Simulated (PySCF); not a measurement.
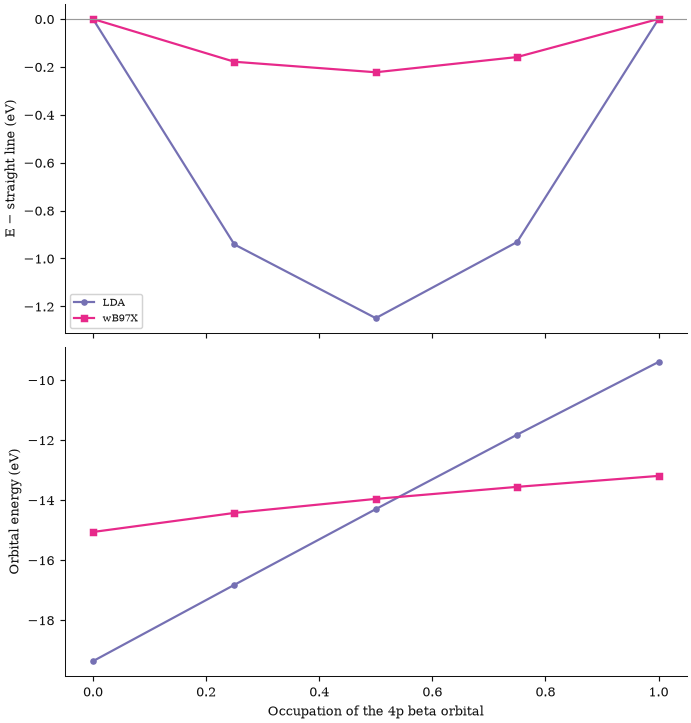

One 4p beta orbital of neutral krypton ([Kr]) is emptied in steps. The plot gives the energy less the straight line between the integer ends; the lower panel gives the orbital energy. PySCF, aug-cc-pVTZ-DK, spin-free X2C-1e, unrestricted single determinants, no spin-orbit coupling.

What do the curves say about each method?

LDA: convex (delocalisation error), largest departure −1.2 eV, removal energy 14.33 eV, orbital energy from −9.40 eV when full to −19.4 eV when empty; wB97X: convex (delocalisation error), largest departure −0.22 eV, removal energy 14.01 eV, orbital energy from −13.2 eV when full to −15.1 eV when empty. The measured removal energy is 14.00 eV. The exact energy is a straight line between whole electron numbers.
